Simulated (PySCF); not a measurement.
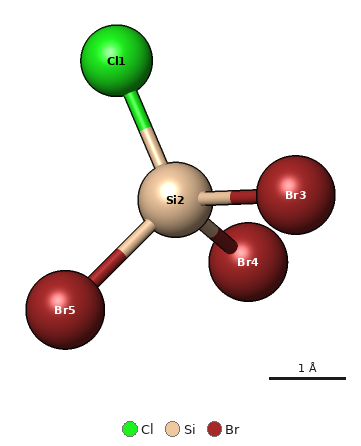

**Figure 1.** The input geometry (ball-and-stick view, seen at a tilt; atoms are numbered from 1 in the order of the input). Bond lengths as drawn: Br–Si 2.17 to 2.21 Å and Cl–Si 2.02 Å.

**SiBr₃Cl: geometry relaxation**

- system: SiBr₃Cl
- method: PBE0-D3(BJ)/def2-SVP geometry optimisation, gas phase (PySCF 2.14.0)

The input:
```
{"job": {"xc": "PBE0", "basis": "def2-SVP", "d3": "d3bj", "grid": 1, "shake": 0.03, "kind": "geom"}, "charge": 0, "multiplicity": 1}
Cl     0.076720     0.020980     2.102560
Si    -0.013610    -0.007620     0.079950
Br     1.884350    -0.676020    -0.733980
Br    -0.319580     1.967300    -0.850500
Br    -1.535790    -1.409410    -0.694520
```

The first line tells a small driver script what to run in PySCF; the rest is the geometry in Å.

Run as:
```bash
OMP_NUM_THREADS=1 python <driver script> task.json out
```

The program's output:
```
step   0  E = -8470.02694247  max force = 0.015065
step   1  E = -8470.02996160  max force = 0.008320
step   2  E = -8470.03012357  max force = 0.002610
step   3  E = -8470.03012762  max force = 0.000549
step   4  E = -8470.03011213  max force = 0.001717
step   5  E = -8470.03010853  max force = 0.001486
step   6  E = -8470.03011270  max force = 0.001064
step   7  E = -8470.03011693  max force = 0.000507
step   8  E = -8470.03011972  max force = 0.000229
optimisation converged
```

Trajectory as extended XYZ (Å, eV, eV/Å), 9 frames, from step=0 to step=8:
```
5
Properties=species:S:1:pos:R:3:forces:R:3 step=0 energy=-230481.17273
Cl    0.0767    0.0210    2.1026   -0.1671   0.1009   0.2142
Si   -0.0136   -0.0076    0.0799   -0.2133  -0.0059  -0.7747
Br    1.8843   -0.6760   -0.7340    0.6999  -0.3192  -0.0306
Br   -0.3196    1.9673   -0.8505   -0.2390   0.1117   0.2779
Br   -1.5358   -1.4094   -0.6945   -0.0805   0.1125   0.3132
5
Properties=species:S:1:pos:R:3:forces:R:3 step=1 energy=-230481.25489
Cl    0.0402    0.0507    2.0573    0.0015   0.0484   0.1802
Si    0.0182   -0.0157    0.0270    0.0313  -0.0380  -0.4278
Br    1.9704   -0.7255   -0.7176   -0.0846   0.0322   0.0995
Br   -0.3763    1.9827   -0.8181   -0.0014  -0.0411   0.0993
Br   -1.5604   -1.3969   -0.6451    0.0532  -0.0015   0.0489
5
Properties=species:S:1:pos:R:3:forces:R:3 step=2 energy=-230481.25929
Cl    0.0337    0.0645    2.0462    0.0005   0.0201   0.0953
Si    0.0185   -0.0180    0.0096    0.0220  -0.0221  -0.1342
Br    1.9798   -0.7218   -0.7018   -0.0444   0.0245   0.0280
Br   -0.3888    1.9841   -0.8085   -0.0098  -0.0094   0.0189
Br   -1.5511   -1.4135   -0.6420    0.0316  -0.0131  -0.0080
5
Properties=species:S:1:pos:R:3:forces:R:3 step=3 energy=-230481.25940
Cl    0.0268    0.0721    2.0451   -0.0051  -0.0007   0.0039
Si    0.0182   -0.0191    0.0033    0.0023  -0.0014   0.0282
Br    1.9862   -0.7083   -0.6918    0.0046   0.0127  -0.0044
Br   -0.4052    1.9820   -0.8044   -0.0158   0.0028  -0.0101
Br   -1.5338   -1.4315   -0.6487    0.0140  -0.0134  -0.0177
5
Properties=species:S:1:pos:R:3:forces:R:3 step=4 energy=-230481.25898
Cl    0.0187    0.0747    2.0464   -0.0070  -0.0114  -0.0468
Si    0.0182   -0.0194    0.0020   -0.0083   0.0103   0.0883
Br    1.9939   -0.6896   -0.6845    0.0286   0.0081  -0.0128
Br   -0.4247    1.9783   -0.8027   -0.0162   0.0042  -0.0153
Br   -1.5141   -1.4488   -0.6577    0.0028  -0.0112  -0.0135
5
Properties=species:S:1:pos:R:3:forces:R:3 step=5 energy=-230481.25888
Cl    0.0114    0.0733    2.0479   -0.0062  -0.0132  -0.0553
Si    0.0184   -0.0192    0.0033   -0.0096   0.0114   0.0764
Br    2.0019   -0.6704   -0.6795    0.0292   0.0082  -0.0078
Br   -0.4428    1.9742   -0.8023   -0.0128   0.0010  -0.0084
Br   -1.4967   -1.4627   -0.6659   -0.0006  -0.0074  -0.0048
5
Properties=species:S:1:pos:R:3:forces:R:3 step=6 energy=-230481.25900
Cl    0.0111    0.0726    2.0477   -0.0050  -0.0103  -0.0398
Si    0.0185   -0.0191    0.0040   -0.0070   0.0084   0.0547
Br    2.0024   -0.6701   -0.6796    0.0224   0.0096  -0.0044
Br   -0.4429    1.9739   -0.8031   -0.0117   0.0002  -0.0056
Br   -1.4971   -1.4621   -0.6655    0.0013  -0.0080  -0.0050
5
Properties=species:S:1:pos:R:3:forces:R:3 step=7 energy=-230481.25911
Cl    0.0107    0.0714    2.0473   -0.0035  -0.0063  -0.0177
Si    0.0187   -0.0189    0.0047   -0.0037   0.0042   0.0261
Br    2.0032   -0.6694   -0.6797    0.0131   0.0110  -0.0005
Br   -0.4429    1.9736   -0.8040   -0.0104  -0.0007  -0.0022
Br   -1.4977   -1.4614   -0.6647    0.0046  -0.0082  -0.0057
5
Properties=species:S:1:pos:R:3:forces:R:3 step=8 energy=-230481.25919
Cl    0.0105    0.0702    2.0471   -0.0026  -0.0021   0.0010
Si    0.0188   -0.0188    0.0055   -0.0007  -0.0002  -0.0012
Br    2.0038   -0.6686   -0.6798    0.0044   0.0118   0.0035
Br   -0.4426    1.9732   -0.8052   -0.0096  -0.0020   0.0021
Br   -1.4984   -1.4608   -0.6640    0.0086  -0.0075  -0.0055
```

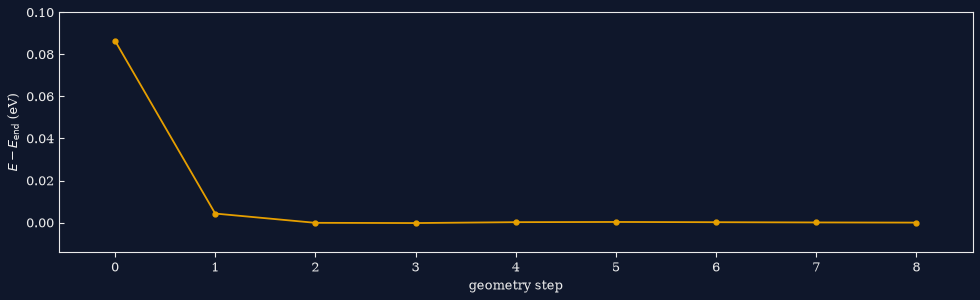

**Figure 2.** Progress of the relaxation, step by step (steps are counted from 0).

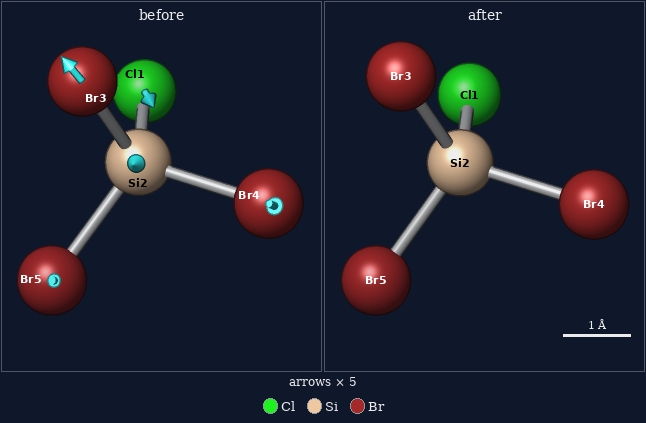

**Figure 3.** Before (left) and after (right) the relaxation, at one scale (ball-and-stick view, seen at a tilt). The teal arrows give the displacements, magnified 5 times. The atom that moves furthest after the best rigid fit is Br3 (0.10 Å). By element the largest moves are Br 0.10 Å, Si 0.08 Å, Cl 0.07 Å. Distances before and after: Si2–Br3 2.171 → 2.198 Å, Cl1–Si2 2.025 → 2.044 Å, Si2–Br5 2.209 → 2.198 Å, Si2–Br4 2.204 → 2.200 Å. Among the angles that change: Br3–Si2–Br4 103.8° → 110.0°, Cl1–Si2–Br4 114.5° → 109.1°, Cl1–Si2–Br5 112.9° → 109.3°. Over 8 geometry steps the energy falls by 0.086 eV. The largest force component goes from 0.77 to 0.012 eV/Å. (Atoms are counted from 1 in the order of the input.)

Summary:

- outcome: converged
- total energy: −8470.030120 hartree
- dipole moment: 0.19 D
- point group: C3v
- hardware: 1 CPU thread, shared host
- wall time: 99 s
- peak memory: 0.65 GiB
